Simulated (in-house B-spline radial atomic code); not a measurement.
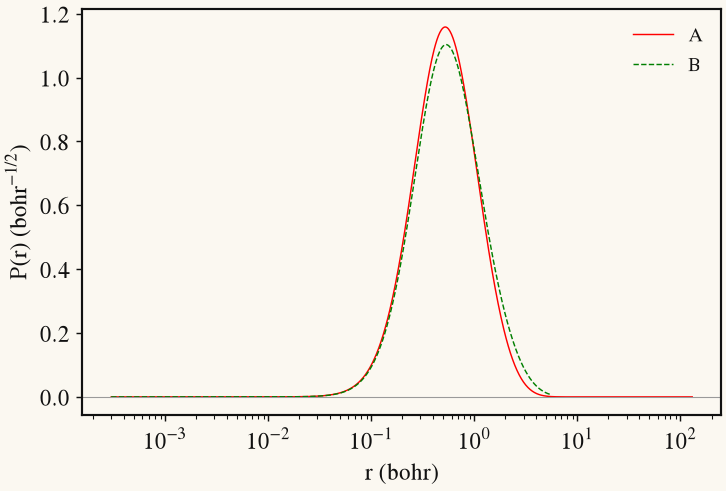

The holmium ion Ho²⁺ was computed in two configurations: [Kr] 4d10 4f12 5s2 5p5 (open shells shared over both j by 2j + 1); [Xe] 4f10 9g1 (open shells shared over both j by 2j + 1). The calculation used an in-house B-spline radial code at this level: Dirac-Hartree-Fock, average of configuration, Fermi nucleus, basis-set limit.

The plot shows P(r) = r R(r) of the 4f5/2 orbital in both runs (large components where relativistic).

Assign A and B.

Answer. A is [Xe] 4f10 9g1 (open shells shared over both j by 2j + 1) (⟨r⟩ = 0.758 bohr, eigenvalue −46.2 eV); B is [Kr] 4d10 4f12 5s2 5p5 (open shells shared over both j by 2j + 1) (⟨r⟩ = 0.837 bohr, eigenvalue −24.2 eV). The orbital is smaller where the other electrons screen the nucleus less.
